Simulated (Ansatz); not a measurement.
A series of calculations on Si$_{2}$H$_{6}$Cl$_{2}$

Part 1: Relaxation

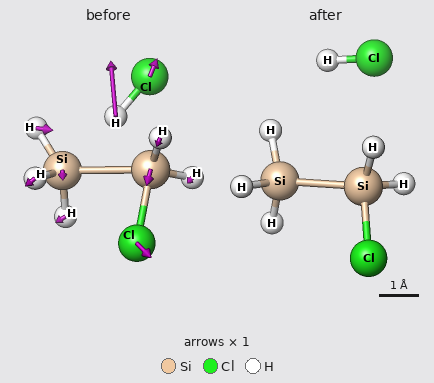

The structure of Si$_{2}$H$_{6}$Cl$_{2}$ (started from a transition state, displaced along its imaginary mode) before (left) and after (right) a relaxation, at one scale. The purple arrows give the displacements, at their true length.

The picture is a ball-and-stick view, seen at a tilt.

Method: Ansatz, RKS PBE0-D4/def2-TZVP. Settings: force threshold 0.005 eV/Å; at most 200 steps.

Question: What changed between the two?

Answer: An H atom moves most after the best rigid fit: 1.65 Å. Largest moves by element: H 1.65 Å, Cl 0.64 Å, Si 0.48 Å. Near-neighbour distances that change, for instance: H–Si 1.867 → 3.854 Å, H–Si 1.969 → 3.491 Å, Cl–Si 2.652 → 3.620 Å, Cl–H 1.377 → 1.280 Å. Among the angles between lasting bonds that change: Cl–Si–Si 87.1° → 106.1°, Si–Si–H 126.1° → 111.9°, Si–Si–H 99.3° → 109.4°. Over 19 accepted moves (21 points after the start) the energy falls by 22.9 kcal/mol. The largest force component goes from 1.1 to 0.003 eV/Å. The line search rejected the trial steps at points 11, 14 of the run.

Part 2: Relaxation

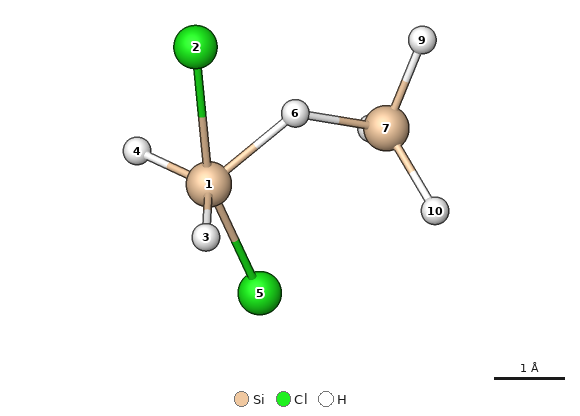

Starting structure of Si2H6Cl2 (started from a transition state, displaced along its imaginary mode). The picture is a ball-and-stick view, seen at a tilt.

All numbers below come from Ansatz, RKS PBE0-D4/def2-TZVP.

Input file:
```yaml
crystal:
  periodic: [false, false, false]
  atoms:
    - {symbol: Si, position_ang: [-0.406275, -1.079294, -0.616729]}
    - {symbol: Cl, position_ang: [1.505968, -2.077065, 0.372306]}
    - {symbol: H, position_ang: [0.248550, -1.254004, -1.935710]}
    - {symbol: H, position_ang: [-1.251364, -1.944598, 0.171655]}
    - {symbol: Cl, position_ang: [-1.933899, 0.323397, -1.215496]}
    - {symbol: H, position_ang: [0.613993, -0.195827, 0.284456]}
    - {symbol: Si, position_ang: [0.302370, 1.296167, 0.637775]}
    - {symbol: H, position_ang: [-0.975291, 1.474383, 1.397094]}
    - {symbol: H, position_ang: [1.492194, 1.340104, 1.494599]}
    - {symbol: H, position_ang: [0.403754, 2.116638, -0.589951]}
basis:
  gaussian: {orbitals: def2-TZVP}
hamiltonian: {xc: pbe0, dispersion: d4}
relax: {f_tol: 0.005, max_steps: 200}
```

Launched with:
```bash
ansatz run in.yaml --threads 4 --pin off --events-out ev --progress --plain --max-ram 9574MiB
```

Q: Where does the relaxation end?

A: Over 22 geometry steps the energy falls by 189.4 kJ/mol. The largest force component goes from 0.95 to 0.0039 eV/Å. The atom that moves furthest after the best rigid fit is H9 (1.71 Å). Largest moves by element: H 1.71 Å, Si 1.26 Å, Cl 0.81 Å. Near-neighbour distances that change, for instance: Si1–H6 1.623 → 4.303 Å, Si1–Si7 2.778 → 4.984 Å, Cl5–Si7 3.063 → 3.828 Å, Si1–Cl2 2.373 → 2.039 Å. Bonds break, among them: Si1–H6 (1.62 → 4.30 Å). Among the angles between lasting bonds that change: Cl2–Si1–Cl5 163.6° → 110.1°, Cl2–Si1–H3 88.0° → 108.6°, H3–Si1–H4 132.3° → 112.8°.

Final geometry:

```xyz
10

Si   -0.7863   -2.1123   -1.2205
Cl    0.8820   -2.3428   -0.0704
H    -0.4318   -2.3930   -2.6249
H    -1.8382   -3.0095   -0.7055
Cl   -1.4641   -0.1902   -1.0986
H     1.4630    0.7190    1.1123
Si    0.7269    2.0069    1.1426
H    -0.6253    1.7964    1.7179
H     1.4706    2.9812    1.9829
H     0.6033    2.5442   -0.2358
```

After the run, drawn alike:

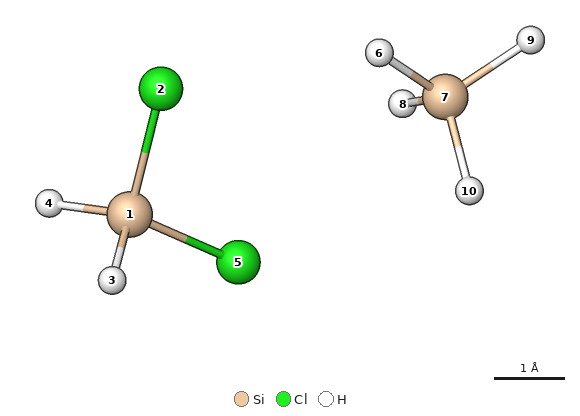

Part 3: Reaction

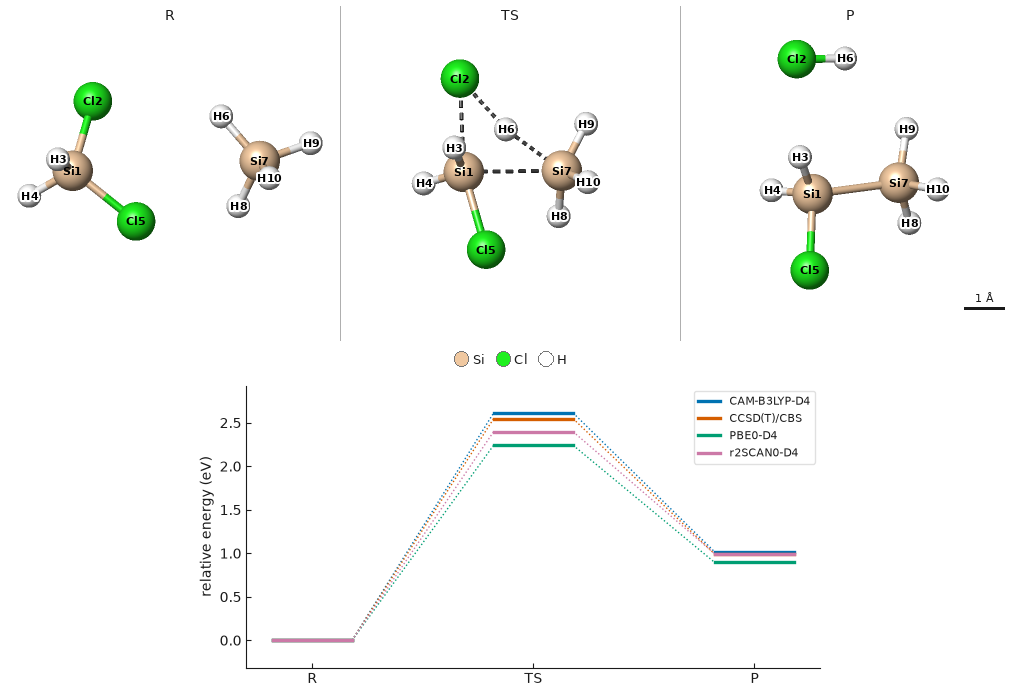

A reaction step of Si$_{2}$H$_{6}$Cl$_{2}$, with its energy diagram. A ball-and-stick model, seen from a free direction. Dashed sticks mark bonds that form or break.

Stationary points at PBE0-D4/def2-TZVP, single-point energies with CAM-B3LYP-D4, CCSD(T)/CBS, PBE0-D4, r2SCAN0-D4 (def2-TZVPP where no basis is named; Ansatz 0.2.0). The energies are electronic, without zero-point or thermal terms, and both ends are the relaxed geometries reached downhill from the saddle, with any fragments still in contact. CCSD(T)/CBS stands for a frozen-core estimate: MP2 correlation extrapolated from def2-TZVPP and def2-QZVPP, CCSD(T) minus MP2 from the smaller set.

Q: Describe the step and its energetics.

A: Counted by bonded pieces, R holds SiH₂Cl₂ + SiH₄ and P holds HCl + Si₂H₅Cl. From R over the saddle to P, bonds form: Si1–Si7 (4.98 → 2.60 → 2.34 Å), Cl2–H6 (3.33 → 1.73 → 1.28 Å). Bonds break: Si1–Cl2 (2.04 → 2.51 → 3.62 Å), H6–Si7 (1.48 → 1.75 → 3.49 Å). The saddle has one imaginary mode, 752i cm⁻¹. The end R keeps a soft imaginary mode of 29i cm⁻¹, so it isn't quite a minimum. With CAM-B3LYP-D4 the barrier is 2.61 eV from R and 1.60 eV from P, and P lies 1.02 eV above R.

```tsv
level	barrier from R (eV)	barrier from P (eV)	P less R (eV)
CAM-B3LYP-D4	2.61	1.60	1.02
CCSD(T)/CBS	2.55	1.55	0.99
PBE0-D4	2.24	1.35	0.89
r2SCAN0-D4	2.40	1.40	0.99
```

Against CCSD(T)/CBS, CAM-B3LYP-D4 comes closest on the barrier from R (+0.07 eV) and PBE0-D4 misses most (−0.31 eV).

Limits of the set-up: the start holds two separate molecules, 3.3 Å apart at their closest, whose relative position is a soft coordinate.

Part 4: Reaction

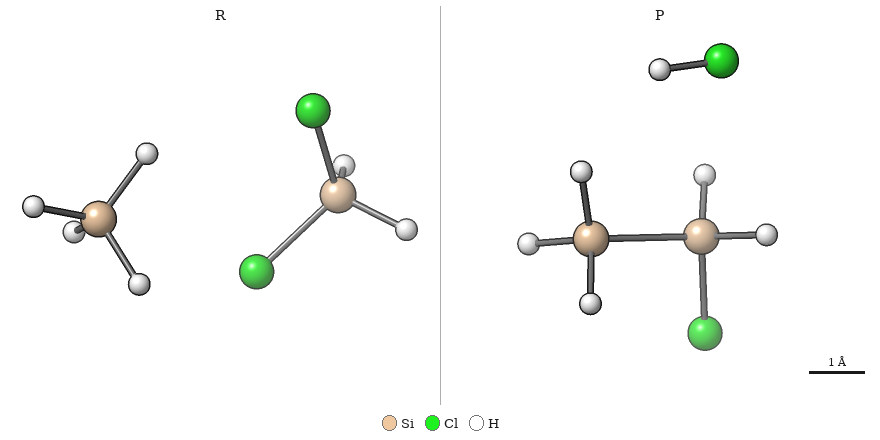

Reactant (R) and product (P) of one elementary step of Si₂H₆Cl₂. The picture is a ball-and-stick view, seen at a tilt.

Stationary points at PBE0-D4/def2-TZVP, single-point energies with CCSD(T)/CBS, PBE-QIDH, PBE0-D4, r2SCAN-D4 (def2-TZVPP where no basis is named; Ansatz 0.2.0). The energies are electronic, without zero-point or thermal terms, and both ends are the relaxed geometries reached downhill from the saddle, with any fragments still in contact. CCSD(T)/CBS stands for a frozen-core estimate: MP2 correlation extrapolated from def2-TZVPP and def2-QZVPP, CCSD(T) minus MP2 from the smaller set.

> Predict the saddle point between them and the barrier.

Counted by bonded pieces, R holds SiH₂Cl₂ + SiH₄ and P holds HCl + Si₂H₅Cl. From R over the saddle to P, bonds form: Si–Si (4.98 → 2.60 → 2.34 Å), Cl–H (3.33 → 1.73 → 1.28 Å). Bonds break: Cl–Si (2.04 → 2.51 → 3.62 Å), H–Si (1.48 → 1.75 → 3.49 Å). The saddle has one imaginary mode, 752i cm⁻¹. The end R keeps a soft imaginary mode of 29i cm⁻¹, so it isn't quite a minimum. With CCSD(T)/CBS the barrier is 2.55 eV from R and 1.55 eV from P, and P lies 0.99 eV above R.

```
      level  barrier from R (eV)  barrier from P (eV)  P less R (eV)
CCSD(T)/CBS                 2.55                 1.55           0.99
   PBE-QIDH                 2.49                 1.50           1.00
    PBE0-D4                 2.24                 1.35           0.89
  r2SCAN-D4                 2.24                 1.26           0.98
```

Against CCSD(T)/CBS, PBE-QIDH comes closest on the barrier from R (−0.05 eV) and r2SCAN-D4 misses most (−0.31 eV).

The saddle point in the same view, with dashed sticks for the bonds that form or break:

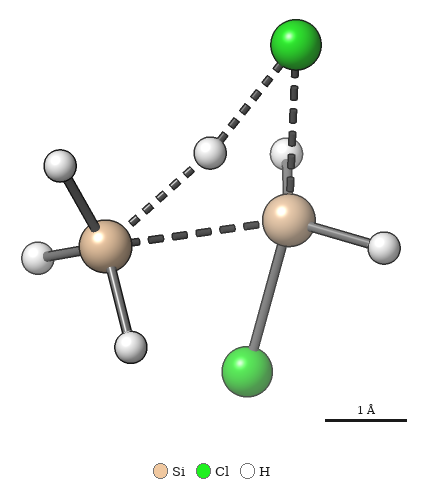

Limits of the set-up: the start holds two separate molecules, 3.3 Å apart at their closest, whose relative position is a soft coordinate.
